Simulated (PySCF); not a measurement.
# C2H2BF (SMILES FB1C=C1), step by step

Aim: a geometry optimisation (HF/pc-0), then the harmonic vibrations, then a single-point energy (NEVPT2(4,4)/LANL2DZ), then the vertical excitations (TD-wB97M-D4/def2-SVPD) of C2H2BF. 

Program for the calculation: PySCF 2.14.0.

**1. The system as given**

C2H2BF: 6 atoms, total charge 0, spin state singlet. SMILES: `FB1C=C1`. Geometry: a rough force-field guess. The run starts from this shape.

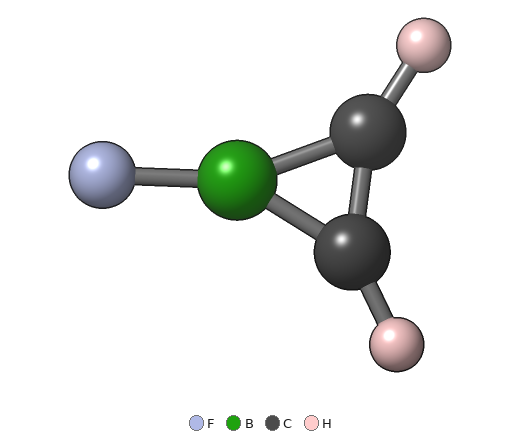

Viewed from a chosen angle; fluorine light blue, boron green, carbon dark grey, hydrogen pink.

**2. A geometry optimisation at HF/pc-0 (sfX2C, density fitting with cc-pvdz-jkfit) (run 1)**

The input, input.py:

```python
from pyscf import gto, scf
from pyscf.geomopt.geometric_solver import kernel as optimise

mol = gto.M(
    atom='''
F     -1.091600    -1.952200     0.492700
B     -0.421800    -0.698100     0.171200
C      0.808200     0.103600     0.079800
C     -0.287900     0.726000    -0.315500
H      1.915300     0.154900     0.225500
H     -0.880100     1.601800    -0.699900
''',
    spin=0,
    verbose=3,
    max_memory=1860,
    basis='pc-0',
)

myscf = scf.RHF(mol)
myscf = myscf.sfx2c1e()
myscf = myscf.density_fit(auxbasis='cc-pvdz-jkfit')
converged, mol_eq = optimise(myscf, maxsteps=100, convergence_set='GAU_TIGHT')
print('converged:', converged)
print(mol_eq.tostring())

myscf.reset(mol_eq)
mol = mol_eq
myscf.kernel()
etot = myscf.e_tot
print(f'total energy: {etot:.8f} hartree')
```

The run is started by

```console
OMP_NUM_THREADS=1 python input.py
```

The log of the run:

```text
convergence_set           GAU_TIGHT
maxiter                   100
----------------------------------------------------------
Custom engine selected.
Bonds will be generated from interatomic distances less than 1.20 times sum of covalent radii
18 internal coordinates being used (instead of 18 Cartesians)
Internal coordinate system (atoms numbered from 1):
Distance 1-2
Distance 2-3
Distance 2-4
Distance 3-4
Distance 3-5
Distance 4-6
Angle 1-2-3
Angle 1-2-4
Angle 2-3-5
Angle 4-3-5
Angle 2-4-6
Angle 3-4-6
Out-of-Plane 2-3-4-1
Out-of-Plane 3-2-4-5
Out-of-Plane 4-2-3-6
Dihedral 1-2-3-4
Dihedral 1-2-3-5
Dihedral 4-2-3-5
Dihedral 1-2-4-3
Dihedral 1-2-4-6
Dihedral 3-2-4-6
Dihedral 2-3-4-6
Dihedral 5-3-4-2
Dihedral 5-3-4-6
Translation-X 1-6
Translation-Y 1-6
Translation-Z 1-6
Rotation-A 1-6
Rotation-B 1-6
Rotation-C 1-6
> ===== Optimization Info: ====
> Job type: Energy minimization
> Maximum number of optimization cycles: 100
[... 2 lines left out ...]
> Will converge when all 5 criteria are reached:
[... 19 lines left out ...]
converged SCF energy = -200.510929200805
[... 22 lines left out ...]
converged SCF energy = -200.535717504304
[... 45 lines left out ...]
converged SCF energy = -200.538671860426
[... 45 lines left out ...]
converged SCF energy = -200.538688505561
[... 45 lines left out ...]
converged SCF energy = -200.538689251479
[... 45 lines left out ...]
converged SCF energy = -200.53868928072
[... 35 lines left out ...]
Converged! =D
[... 1 line left out ...]
converged: True
F          -1.10103919       -1.89327187        0.47414184
B          -0.43512050       -0.76185745        0.18460119
C           0.80515628        0.04541403        0.09549320
C          -0.37473682        0.64069504       -0.29196755
H           1.84223339        0.31263129        0.16230763
H          -0.69439316        1.59238895       -0.67077632
converged SCF energy = -200.538689282637
total energy: -200.53868928 hartree
```

Wall time 8.7 s (1 thread of Intel Xeon at 2.50GHz (Skylake/Cascade Lake), shared host); peak memory 0.15 GiB.

Step by step:

| step | energy from the first frame kept (eV) | largest force (eV/Å) |
| --- | --- | --- |
| 0 | 0.0000 | 5.4931 |
| 1 | -0.6745 | 1.0750 |
| 2 | -0.7451 | 0.4391 |
| 3 | -0.7549 | 0.1092 |
| 4 | -0.7553 | 0.0501 |
| 5 | -0.7554 | 0.0166 |
| 6 | -0.7554 | 0.0056 |
| 7 | -0.7554 | 0.0035 |
| 8 | -0.7554 | 0.0019 |
| 9 | -0.7554 | 0.0011 |
| 10 | -0.7554 | 0.0005 |

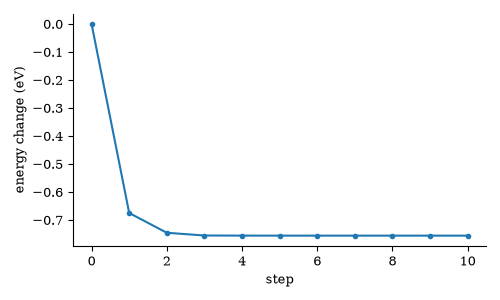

Energy along the run.

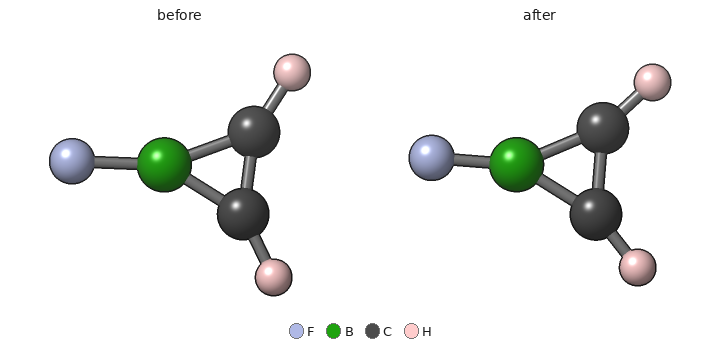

Before and after, at one scale.

After the run. Bond lengths: F1–B2 1.344 Å, B2–C3 1.483 Å, B2–C4 1.483 Å, C3–C4 1.377 Å, C3–H5 1.073 Å, C4–H6 1.073 Å. Angles: F1–B2–C3 152.3°, F1–B2–C4 152.3°, C3–B2–C4 55.4°, B2–C3–C4 62.3°, B2–C4–C3 62.3°, B2–C3–H5 160.1°, C4–C3–H5 137.6°, B2–C4–H6 160.1°, C3–C4–H6 137.6°.

**3. Vibrational wavenumbers at HF/pc-0 (sfX2C, density fitting with cc-pvdz-jkfit) (run 2)**

The input, run.py:

```python
from pyscf import gto, symm
from pyscf.hessian import thermo

molecule = gto.Mole()
molecule.atom = '''
F       -0.755531      -1.283669       0.328508
B       -0.089613      -0.152254       0.038967
C        1.150661       0.655030      -0.050071
C       -0.029226       1.250321      -0.437534
H        2.187736       0.922247       0.016773
H       -0.348877       2.202027      -0.816317
'''
molecule.verbose = 3
molecule.basis = 'pc-0'
molecule.max_memory = 1860
molecule.build()

mf = molecule.RHF()
mf = mf.x2c()
mf = mf.density_fit(auxbasis='cc-pvdz-jkfit')
mf.kernel()

energy = mf.e_tot
print(f'total energy: {energy:.8f} hartree')
hess = mf.Hessian().kernel()
modes = thermo.harmonic_analysis(molecule, hess)
thermo.dump_normal_mode(molecule, modes)
symm.geom.TOLERANCE = 1e-3  # for the symmetry number
th = thermo.thermo(mf, modes['freq_au'], 1200, 101325)
thermo.dump_thermo(molecule, th)
```

The run is started by

```console
OMP_NUM_THREADS=1 python run.py
```

The log of the run:

```text
converged SCF energy = -200.538689282981
total energy: -200.53868928 hartree
[... 66 lines left out ...]
Gibbs free energy [Eh] -200.63573
```

It took 11 s on 1 thread of Intel Xeon at 2.50GHz (Skylake/Cascade Lake), shared host; peak memory 0.21 GiB.

**4. A single-point energy at NEVPT2(4,4)/LANL2DZ (sfX2C, density fitting with cc-pvqz-jkfit) (run 3)**

The input, input.py:

```python
from pyscf import gto, mcscf, mrpt

mol = gto.Mole()
mol.atom = '''
F   -1.101039  -1.893272   0.474142
B   -0.435121  -0.761857   0.184601
C    0.805156   0.045414   0.095493
C   -0.374737   0.640695  -0.291968
H    1.842233   0.312631   0.162308
H   -0.694393   1.592389  -0.670776
'''
mol.spin = 0
mol.verbose = 4
mol.basis = 'lanl2dz'
mol.max_memory = 1860
mol.build()

mf = mol.RHF()
mf = mf.x2c()
mf = mf.density_fit(auxbasis='cc-pvqz-jkfit')
mf.kernel()

cas = mcscf.CASSCF(mf, 4, 4)
cas.fix_spin_(ss=0.0)
cas.natorb = True
cas.kernel()
e_pt2 = mrpt.NEVPT(cas).kernel()
e_tot = cas.e_tot + e_pt2
print(f'total energy: {e_tot:.8f} hartree')
```

The run is started by

```console
OMP_NUM_THREADS=1 python input.py
```

The log of the run:

```text
PySCF version 2.14.0

[... 65 lines left out ...]
converged SCF energy = -201.09244926796
[... 23 lines left out ...]
sorting_mo_energy = False
[... 79 lines left out ...]
1-step CASSCF converged in  32 macro (556 JK 115 micro) steps
[... 2 lines left out ...]
Natural orbital (expansion on meta-Lowdin AOs) in CAS space
[... 14 lines left out ...]
CASSCF energy = -201.143536958307
[... 2 lines left out ...]
******** <class 'pyscf.mrpt.nevpt2.NEVPT'> ********
NEVPT2 (2e+2e, 4o), ncore = 12, nvir = 24
root = 0
Natural occ [1.97767293 1.94401135 0.05608735 0.02222837]
Natural orbital (expansion on meta-Lowdin AOs) in CAS space
               #1        #2        #3        #4
0 F 1s          -0.00008  -0.00000   0.00000  -0.00000
0 F 2s           0.03268   0.00000  -0.00000   0.00000
0 F 3s           0.00745   0.00000   0.00000  -0.00000
[... 36 lines of this table left out ...]
5 H 2s          -0.00229   0.00000  -0.00000   0.01946
<CAS-nat-orb|mo-hf>  13     6        0.50504481
<CAS-nat-orb|mo-hf>  13     12       0.85283121
<CAS-nat-orb|mo-hf>  14     13       0.99377446
<CAS-nat-orb|mo-hf>  15     15       0.88376502
<CAS-nat-orb|mo-hf>  15     28       0.46793096
<CAS-nat-orb|mo-hf>  16     22      -0.41402851
<CAS-nat-orb|mo-hf>  16     26       0.41030455
<CAS-nat-orb|mo-hf>  16     31      -0.68300457
Using density fitting integrals for NEVPT2
Sr    (-1)',   E = -0.00135135091195
Si    (+1)',   E = -0.00070963289678
Sijrs (0)  ,   E = -0.19216244903156
Sijr  (+1) ,   E = -0.00431426062449
Srsi  (-1) ,   E = -0.03430513582082
Srs   (-2) ,   E = -0.00650870087445
Sij   (+2) ,   E = -0.00195244186308
Sir   (0)' ,   E = -0.02936495151665
Nevpt2 Energy = -0.270668923539785
total energy: -201.41420588 hartree
```

Wall time 39 s (1 thread of Intel Xeon at 2.50GHz (Skylake/Cascade Lake), shared host); peak memory 0.14 GiB.

**5. The excited states at TD-wB97M-D4/def2-SVPD (spin of roots singlet) (run 4)**

The input, geometry.xyz:

```xyz
6

F     -1.101039    -1.893272     0.474142
B     -0.435121    -0.761857     0.184601
C      0.805156     0.045414     0.095493
C     -0.374737     0.640695    -0.291968
H      1.842233     0.312631     0.162308
H     -0.694393     1.592389    -0.670776
```

The input, input.py:

```python
# FB1C=C1
from pyscf import gto, dft, tdscf

mol = gto.M(
    atom='geometry.xyz',
    basis='def2-svpd',
    max_memory=1860,
    verbose=3,
    charge=0,
)

calc0 = dft.RKS(mol, xc='wb97m-d4')
calc0.kernel()

energy = calc0.e_tot
print('Final energy', energy)

td = calc0.TDDFT()
td.nstates = 4
td.kernel()
td.analyze()
roots = td.e * 27.211386
osc = td.oscillator_strength()
print('state   eV      nm      f')
for i, (w, f) in enumerate(zip(roots, osc), 1):
    print('%3d %9.4f %8.1f %9.5f' % (i, w, 1239.842 / w, f))
```

The run is started by

```console
OMP_NUM_THREADS=1 python input.py
```

The log of the run:

```text
converged SCF energy = -202.00414267075
Final energy -202.00414267074953
```

It took 15 min on 1 thread of Intel Xeon at 2.50GHz (Skylake/Cascade Lake), shared host.

The run was cut off at its time limit.

**6. Summary of results**

| quantity | value |
| --- | --- |
| run 1, HF/pc-0: total energy at the end | -200.53869 Eh |
| run 1, HF/pc-0: dipole moment | 2.43 D |
| run 1, HF/pc-0: HOMO energy | -12.12 eV |
| run 1, HF/pc-0: LUMO energy | 3.52 eV |
| run 1, HF/pc-0: HOMO–LUMO gap | 15.63 eV |
| run 2, HF/pc-0: lowest harmonic wavenumber | 452 cm⁻¹ |
| run 2, HF/pc-0: highest harmonic wavenumber | 3458 cm⁻¹ |
| run 2, HF/pc-0: zero-point energy | 103.2 kJ/mol |
| run 2, HF/pc-0: ideal-gas entropy at 1200 K (symmetry number 2 as used) | 89.9 cal/(mol K) |
| run 3, NEVPT2(4,4)/LANL2DZ: total energy | -201.41421 Eh |
| run 3, NEVPT2(4,4)/LANL2DZ: dipole moment (Hartree–Fock density) | 2.96 D |
| run 3, NEVPT2(4,4)/LANL2DZ: HOMO energy (Hartree–Fock orbitals) | -11.78 eV |
| run 3, NEVPT2(4,4)/LANL2DZ: LUMO energy (Hartree–Fock orbitals) | 3.12 eV |
| run 3, NEVPT2(4,4)/LANL2DZ: HOMO–LUMO gap (Hartree–Fock orbitals) | 14.90 eV |
| run 4, TD-wB97M-D4/def2-SVPD | no result (timeout) |

What this shows: The optimisation (run 1, HF/pc-0) took 10 steps and changed the energy by -0.755 eV. All 12 modes (run 2, HF/pc-0) are real, so the shape is a minimum at this level. Mulliken charges (run 2, HF/pc-0) run from -0.44 on C3 to +0.71 on B2. 1 of the 4 runs did not end normally.
